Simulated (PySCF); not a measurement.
# C2H7BO3: electronic excitations and core binding energies

Aim: predict the electronic excitations and core binding energies of C2H7BO3 (`COB(O)OC`).

Programs: PySCF 2.14.0, with density-fitted response routines of our own. Each step states its level of theory. These are calculated values for one molecule in the gas phase, unless marked as measured. Atoms count from 0, in the outputs and in this text.

## 1. The molecule as given

13 atoms, charge 0, multiplicity 1; geometry from: GFN2-xTB.

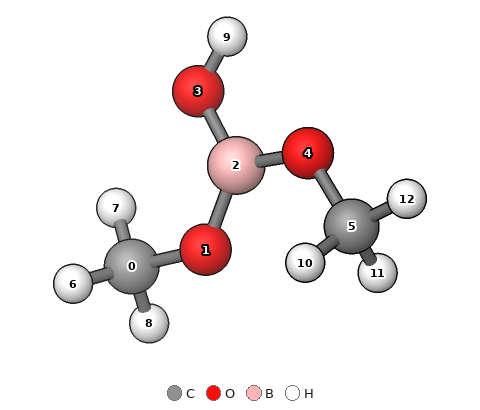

As it starts; carbon grey, oxygen red, boron pink, hydrogen white, atoms numbered; sticks join atoms by distance.

## 2. Excited states and response: CAM-B3LYP/def2-SVPD

What the job is given:

```
{"job": {"kind": "uv", "xc": "CAM-B3LYP", "basis": "def2-SVPD", "nstates": 8, "ntriplets": 3}, "charge": 0, "multiplicity": 1}
C      2.053029    -0.548835    -0.380866
O      0.655868    -0.483574    -0.187019
B     -0.056784     0.651825    -0.396062
O      0.534660     1.814506    -0.796437
O     -1.407691     0.655527    -0.194759
C     -2.093623    -0.501734     0.231163
H      2.260925    -1.089293    -1.307701
H      2.489103     0.448741    -0.439033
H      2.481749    -1.095067     0.461201
H     -0.088813     2.532983    -0.891527
H     -1.989325    -1.302829    -0.503344
H     -1.699981    -0.852660     1.187247
H     -3.143506    -0.229106     0.338162
```

With the program's defaults for keys left out, this is: TDDFT CAM-B3LYP/def2-SVPD, vertical, gas phase, core orbitals frozen in the response.

Launch:

```bash
OMP_NUM_THREADS=1 python probes_run.py task.json out
```

The driver reads the jobs from task.json and runs them one after another.

Output:

```text
coarse grid: 10856 points
cycle   1  E = -330.5063392297  dE =  8.458e-01  |g| = 9.149e-01  |ddm| = 5.299e+00
cycle   2  E = -330.4540986546  dE =  5.224e-02  |g| = 1.096e+00  |ddm| = 2.216e+00
cycle   3  E = -330.6636010349  dE = -2.095e-01  |g| = 3.890e-02  |ddm| = 1.109e+00
cycle   4  E = -330.6639041552  dE = -3.031e-04  |g| = 1.508e-02  |ddm| = 6.636e-02
cycle   5  E = -330.6639333658  dE = -2.921e-05  |g| = 1.015e-02  |ddm| = 2.288e-02
cycle   6  E = -330.6639515705  dE = -1.820e-05  |g| = 9.649e-04  |ddm| = 9.029e-03
cycle   7  E = -330.6639517767  dE = -2.062e-07  |g| = 4.053e-04  |ddm| = 1.934e-03
final grid: 104856 points
cycle   8  E = -330.7373930487  dE = -3.923e-05  |g| = 3.306e-03  |ddm| = 6.731e-02
cycle   9  E = -330.7373938669  dE = -8.182e-07  |g| = 2.886e-03  |ddm| = 1.024e-02
cycle  10  E = -330.7373956792  dE = -1.812e-06  |g| = 3.032e-04  |ddm| = 3.818e-03
cycle  11  E = -330.7373956874  dE = -8.225e-09  |g| = 2.474e-04  |ddm| = 4.801e-04
cycle  12  E = -330.7373956989  dE = -1.143e-08  |g| = 1.351e-05  |ddm| = 2.465e-04
cycle  13  E = -330.7373956989  dE = -7.071e-11  |g| = 5.860e-06  |ddm| = 4.179e-05
converged SCF energy = -330.7373956989

Static polarisability (au): isotropic 50.940, principal 41.743 52.101 58.978

Singlet excitations
state   eV       nm        f      main configurations
  1   7.5000    165.3   0.00093   H->L 0.87
  2   7.8745    157.5   0.01227   H-1->L 0.82
  3   8.5206    145.5   0.00363   H-2->L 0.82
  4   8.6097    144.0   0.02123   H->L+1 0.61, H-1->L+1 0.16, H->L+2 0.12
  5   8.6952    142.6   0.00399   H-3->L 0.79
  6   8.8024    140.9   0.00037   H->L+2 0.35, H->L+1 0.23, H-1->L+2 0.18
  7   9.1104    136.1   0.02144   H-1->L+1 0.31, H->L+2 0.18, H-1->L+4 0.17
  8   9.1221    135.9   0.10285   H->L+3 0.81

Triplet excitations (Tamm-Dancoff, eV): 7.3702 7.6924 8.3515
```

It took 33 s on 1 thread of AMD EPYC 7R43, shared host; peak memory 0.76 GiB.

Frontier orbitals and where they lie:

| orbital | eV | atoms |
| --- | --- | --- |
| HOMO−3 | -10.85 | O1 41 %, O4 19 %, C0 15 % |
| HOMO−2 | -10.68 | O4 36 %, C5 16 %, O1 13 % |
| HOMO−1 | -10.18 | O1 30 %, O3 29 %, O4 9 % |
| HOMO | -9.70 | O4 43 %, O1 21 %, C5 10 % |
| LUMO | 0.76 | B2 51 %, O3 12 %, H9 7 % |
| LUMO+1 | 1.79 | C5 19 %, O3 18 %, O1 10 % |
| LUMO+2 | 1.83 | C0 26 %, H8 13 %, H6 13 % |

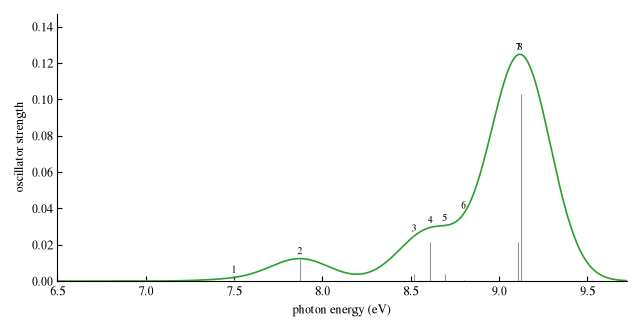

Absorption spectrum from the 8 singlet states computed; above the last one it falls off for lack of states. Lines are broadened to a width of 0.40 eV (Gaussian).

Ground-state properties from the same run:

| property | computed |
| --- | --- |
| dipole moment (D) | 0.36 |
| polarisability (Å³) | 7.55 |
| HOMO–LUMO gap (eV) | 10.46 |
| −ε(HOMO) (eV) | 9.70 |

## 3. X-ray photoelectron lines: SCAN, X2C

The job, as its differences from that of step 2:

```diff
@@ -1,2 +1,2 @@
-{"job": {"kind": "uv", "xc": "CAM-B3LYP", "basis": "def2-SVPD", "nstates": 8, "ntriplets": 3}, "charge": 0, "multiplicity": 1}
+{"job": {"kind": "xps"}, "charge": 0, "multiplicity": 1}
 C      2.053029    -0.548835    -0.380866
```

With the program's defaults for keys left out, this is: delta-SCF UKS SCAN, pcX-2 on the ionised atom, pcseg-1 elsewhere, spin-free X2C.

Output:

```text
ground state, core basis on atom 0 (C), 150 functions
  cycle   1  E = -330.93115296  |g| = 9.17e-01
  cycle   2  E = -330.71264602  |g| = 1.42e+00
  cycle   3  E = -331.08619170  |g| = 9.28e-02
  cycle   4  E = -331.08757193  |g| = 4.54e-02
  cycle   5  E = -331.08795998  |g| = 1.50e-02
  cycle   6  E = -331.08799630  |g| = 5.62e-03
  cycle   7  E = -331.08800242  |g| = 1.11e-03
  cycle   8  E = -331.08800435  |g| = 3.93e-04
  E(ground) = -331.10442747 Eh
hole in C 1s of atom 0
  cycle   1  E = -319.80288234  |g| = 1.50e+00
  cycle   2  E = -317.14294078  |g| = 2.44e+00
  cycle   3  E = -319.86273817  |g| = 1.08e+00
  cycle   4  E = -320.28363353  |g| = 3.95e-01
  cycle   5  E = -320.33708594  |g| = 1.62e-01
  cycle   6  E = -320.34469545  |g| = 7.17e-02
  cycle   7  E = -320.34654716  |g| = 2.48e-02
  cycle   8  E = -320.34676761  |g| = 8.09e-03
  cycle   9  E = -320.34680005  |g| = 2.99e-03
  cycle  10  E = -320.34680294  |g| = 1.75e-03
  cycle  11  E = -320.34680660  |g| = 7.15e-04
  cycle  12  E = -320.34680727  |g| = 3.36e-04
  E(ion) = -320.36251356 Eh   <S^2> = 0.7718   hole on atom = 1.000   binding energy = 292.302 eV
ground state, core basis on atom 1 (O), 150 functions
  cycle   1  E = -331.11674269  |g| = 9.78e-02
  cycle   2  E = -331.11615499  |g| = 6.94e-02
  cycle   3  E = -331.11644976  |g| = 5.78e-02
  cycle   4  E = -331.11701196  |g| = 6.82e-03
  cycle   5  E = -331.11702174  |g| = 8.72e-04
  cycle   6  E = -331.11702246  |g| = 3.12e-04
  E(ground) = -331.13133941 Eh
hole in O 1s of atom 1
  cycle   1  E = -310.51472077  |g| = 2.23e+00
  cycle   2  E = -310.06982604  |g| = 2.20e+00
  cycle   3  E = -311.25735336  |g| = 4.74e-01
  cycle   4  E = -311.28354488  |g| = 3.46e-01
  cycle   5  E = -311.32675380  |g| = 6.16e-02
  cycle   6  E = -311.32756894  |g| = 3.96e-02
  cycle   7  E = -311.32815041  |g| = 6.07e-03
  cycle   8  E = -311.32816283  |g| = 2.46e-03
  cycle   9  E = -311.32816589  |g| = 7.46e-04
  cycle  10  E = -311.32816607  |g| = 1.84e-04
  E(ion) = -311.34245156 Eh   <S^2> = 0.7615   hole on atom = 1.000   binding energy = 538.483 eV
ground state, core basis on atom 2 (B), 150 functions
  cycle   1  E = -331.08715915  |g| = 8.96e-02
  cycle   2  E = -331.08525069  |g| = 1.30e-01
  cycle   3  E = -331.08822576  |g| = 1.91e-02
  cycle   4  E = -331.08827510  |g| = 1.07e-02
  cycle   5  E = -331.08829640  |g| = 2.24e-03
  cycle   6  E = -331.08829631  |g| = 3.79e-04
  E(ground) = -331.10552033 Eh
hole in B 1s of atom 2
  cycle   1  E = -323.44314166  |g| = 1.18e+00
  cycle   2  E = -322.70504276  |g| = 1.66e+00
  cycle   3  E = -323.75310119  |g| = 4.02e-01
  cycle   4  E = -323.80139906  |g| = 2.43e-01
  cycle   5  E = -323.82147936  |g| = 8.48e-02
  cycle   6  E = -323.82394153  |g| = 2.82e-02
  cycle   7  E = -323.82422713  |g| = 9.78e-03
  cycle   8  E = -323.82425018  |g| = 7.62e-03
  cycle   9  E = -323.82427294  |g| = 3.25e-03
  cycle  10  E = -323.82427705  |g| = 1.24e-03
  cycle  11  E = -323.82427907  |g| = 4.10e-04
  E(ion) = -323.84076775 Eh   <S^2> = 0.7719   hole on atom = 1.000   binding energy = 197.684 eV
ground state, core basis on atom 3 (O), 150 functions
  cycle   1  E = -331.11624367  |g| = 9.85e-02
  cycle   2  E = -331.11568711  |g| = 6.94e-02
  cycle   3  E = -331.11596580  |g| = 5.60e-02
  cycle   4  E = -331.11648290  |g| = 4.82e-03
  cycle   5  E = -331.11648859  |g| = 7.57e-04
  cycle   6  E = -331.11648892  |g| = 1.07e-04
  E(ground) = -331.13051376 Eh
hole in O 1s of atom 3
  cycle   1  E = -310.51491017  |g| = 2.22e+00
  cycle   2  E = -310.16013214  |g| = 2.13e+00
  cycle   3  E = -311.23494995  |g| = 4.84e-01
  cycle   4  E = -311.25733916  |g| = 3.83e-01
  cycle   5  E = -311.31156666  |g| = 3.97e-02
  cycle   6  E = -311.31203798  |g| = 1.59e-02
  cycle   7  E = -311.31215928  |g| = 4.12e-03
  cycle   8  E = -311.31216638  |g| = 2.34e-03
  cycle   9  E = -311.31216782  |g| = 1.33e-03
  cycle  10  E = -311.31216943  |g| = 3.91e-04
  E(ion) = -311.32684954 Eh   <S^2> = 0.7609   hole on atom = 1.000   binding energy = 538.885 eV
```

It took 69 s on 1 thread of AMD EPYC 7R43, shared host; peak memory 0.63 GiB.

Binding energies by hole, beside the orbital energy of the ground state; the difference holds orbital relaxation and, for a density functional, its self-interaction error:

| hole | stands for | environment | ΔSCF (eV) | −ε (eV) | ⟨S²⟩ |
| --- | --- | --- | --- | --- | --- |
| C1s on C0 | C0, C5 | methyl carbon bonded to O | 292.30 | 274.7 | 0.772 |
| O1s on O1 | O1, O4 | oxygen bonded to C, B | 538.48 | 516.6 | 0.761 |
| B1s on B2 | B2 | boron bonded to 3 O | 197.68 | 181.1 | 0.772 |
| O1s on O3 | O3 | oxygen bonded to B, H | 538.89 | 516.6 | 0.761 |

Each hole run stands for the others of its class of like atoms.

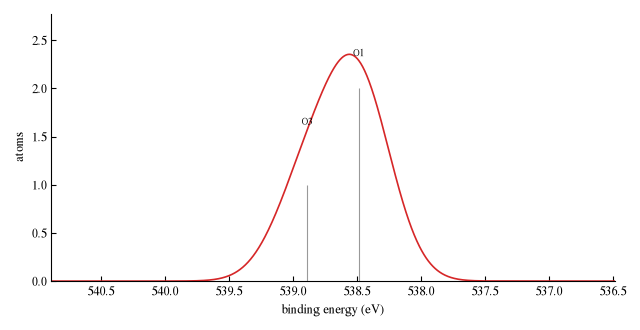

The O1s photoelectron lines, weighted by the number of atoms. Lines are broadened to a width of 0.60 eV (Gaussian).

## 4. Summary of results

| quantity | value |
| --- | --- |
| lowest singlet (CAM-B3LYP/def2-SVPD) | 7.50 eV (165 nm), f = 0.001 |
| brightest single state of those computed | state 8, 9.12 eV, f = 0.103 |
| lowest triplet | 7.37 eV |
| O1s binding energies, SCAN/pcX-2 | O3 538.89, O1 538.48 eV |
| C1s binding energies, SCAN/pcX-2 | C0 292.30 eV |
| B1s binding energies, SCAN/pcX-2 | B2 197.68 eV |

**Reading.** The lowest singlet, at 7.50 eV, is HOMO→LUMO 0.87 and is dark; of the 8 states computed, the strongest absorption comes from states 7 to 8 together at 9.12 eV (the last computed, so partners may be missing). The lowest triplet lies 0.13 eV below the lowest singlet (triplets in Tamm-Dancoff, singlets in full TDDFT). O3 (oxygen bonded to B, H) binds its O1s electron 0.40 eV more tightly than O1 (oxygen bonded to C, B).
